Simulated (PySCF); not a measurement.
# C2H8O3Si2 (SMILES O=C(CO[SiH3])O[SiH3]): what the fields show

The calculation's input:

```
{"job": {"kind": "uv", "xc": "CAM-B3LYP", "basis": "def2-SVPD", "nstates": 8, "ntriplets": 3}, "charge": 0, "multiplicity": 1}
O      1.148114    -1.000400     1.639046
C      0.641421    -0.524568     0.656767
C     -0.851776    -0.248943     0.556122
O     -1.158808     0.483572    -0.575381
Si    -2.603771     0.984207    -1.117706
O      1.313668    -0.211947    -0.423670
Si     2.956988    -0.442227    -0.566845
H     -1.160719     0.274405     1.470575
H     -1.361933    -1.223082     0.549469
H     -3.486981    -0.155496    -1.385612
H     -2.162520     1.686657    -2.308174
H     -3.264892     1.839089    -0.126492
H      3.636045     0.368572     0.436767
H      3.105167     0.040260    -1.931439
H      3.245584    -1.862109    -0.400996
```

Command:

```sh
OMP_NUM_THREADS=1 python probes_run.py task.json out
```

Geometry: GFN2-xTB.

Level of theory: CAM-B3LYP/def2-SVPD, SCF density, gas phase (PySCF 2.14.0).

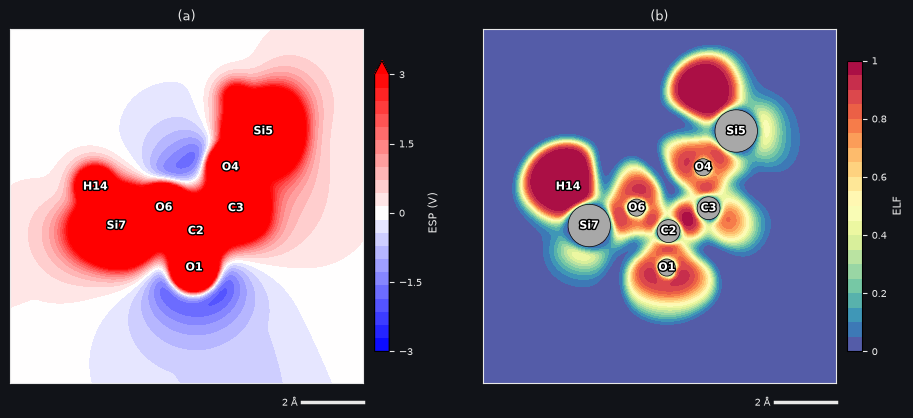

Figure 1. (a) molecular electrostatic potential; (b) ELF on the plane of atoms O6, Si7 and H14. Grey discs cover the atomic cores in the ELF map.

What does the map show?

- The section cuts through O, C, Si and H sites.
- C–O (1.20 Å): the ELF peaks at about 0.85 between the atoms (a multiple bond).
- C–C (1.52 Å): the ELF peaks at about 1 between the atoms: a shared electron pair.
- Si–O (1.62 Å): the ELF peaks at about 0.85 between the atoms, as expected for a short, strongly polar bond.
- C–O (1.31 Å): the ELF peaks at about 0.90 between the atoms, as expected for a polar covalent bond.
- C–O (1.38 Å): the ELF peaks at about 0.90 between the atoms: a shared but strongly polarised pair.
- The ELF also peaks beside O1, O6 and O4, away from the bonds: lone-pair regions.
- Outside the dense part of the molecule the potential is most negative (−2.0 V) near O1.

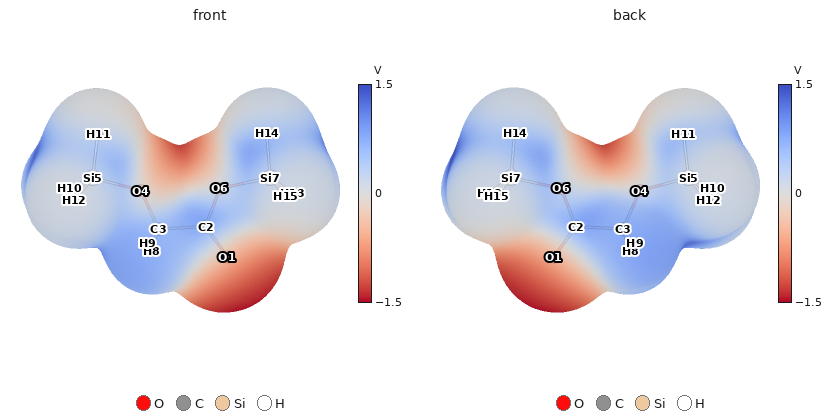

Figure 2. The molecular electrostatic potential painted on the density surface at 0.001 e/bohr³, seen from the front and from behind; red is negative and blue positive.

Which sites attract a positive test charge, and which a negative one?

A positive charge is drawn to the negative regions and a negative charge to the positive ones. The most negative region (about −1.4 V, or −32 kcal/mol for a unit charge) lies over O1, the most positive (about +1.3 V, or +30 kcal/mol for a unit charge) over Si5 and Si7. O1 is the likeliest acceptor of a hydrogen bond.

What dipole moment does the calculation give?

Its dipole moment is 1.52 D.
